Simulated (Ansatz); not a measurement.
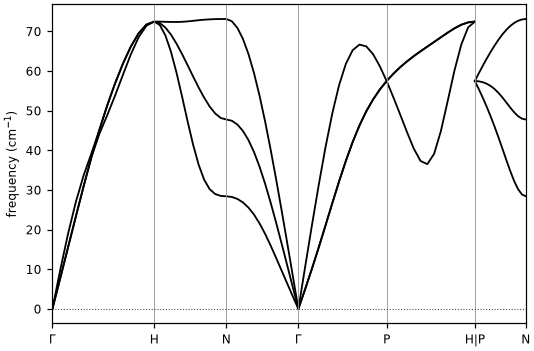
*Phonon dispersion of Ba (bcc (W type), Im-3m), the program Ansatz at the r²SCAN level (PAW); imaginary frequencies are drawn negative*

Is this phase dynamically stable?

Yes, on this path no branch is imaginary.

How high does the spectrum reach?

About 73 cm⁻¹ (2.2 THz).

The cell was relaxed with r²SCAN under the symmetry of its start. As this level gives no gap, phonon frequencies hold no LO–TO term and depend on the k-mesh and smearing (Fermi–Dirac, 0.1 eV here). Spin–orbit coupling is left out wherever it is not named.

Potentials: the later of the program's two PAW sets.
